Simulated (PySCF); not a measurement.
# MoN (charge −1, triplet): what the fields show

```xyz
2

Mo    0.0000    0.0000   -0.2038
N     0.0000    0.0000    1.4252
```

⟨S²⟩ = 2.11, above the pure value of 2.00; core potentials replace the inner electrons of Mo.

Computed with PySCF, PBE0/def2-TZVPPD, non-relativistic Hamiltonian with scalar-relativistic core potentials where named, at a bond length of 1.629 Å.

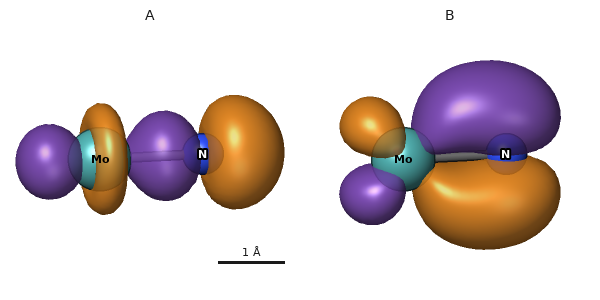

Figure 1. Two frontier β-spin orbitals, each drawn at the value that holds 80 % of its norm (orange and purple are the two phases), in no order; of a degenerate pair one member is drawn.

**Label each orbital by symmetry, say whether it is occupied, and order them by energy.**

Orbital B: π, occupied in this spin, −3.44 eV; bonding, with no node between the atoms.
Orbital A: σ, occupied in this spin, −3.26 eV; shared between the atoms (Mo 35 %, N 65 %).

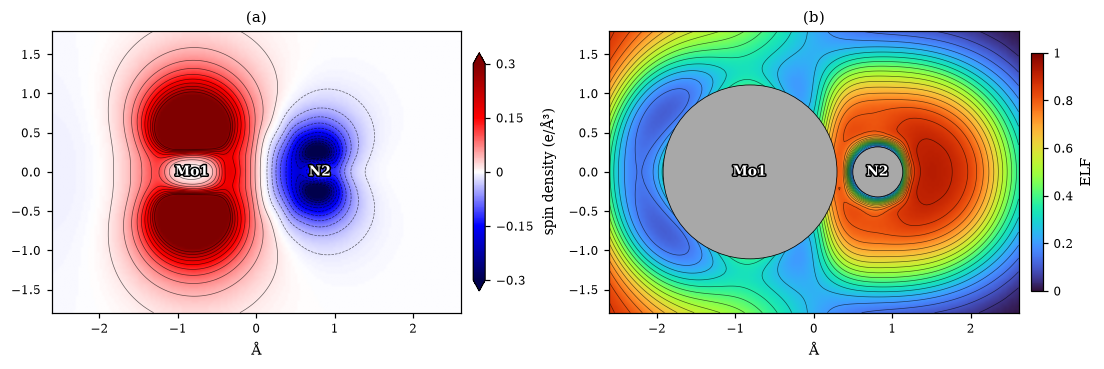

Figure 2. (a) spin density; (b) electron localisation function on a plane that holds the molecular axis. Grey discs cover the atomic cores in the ELF map.

**Interpret the plot.**

Atoms in the plane: Mo and N. Mo–N (1.63 Å): the ELF peaks at about 0.80 in the valence shell of N, 0.5 Å from its nucleus, and is about 0.50 at the midpoint. The unpaired spin (2 electrons) lies mostly on Mo1 (about 2.2), in electrons by Hirshfeld's partition, with opposite, polarisation-induced spin on N2.
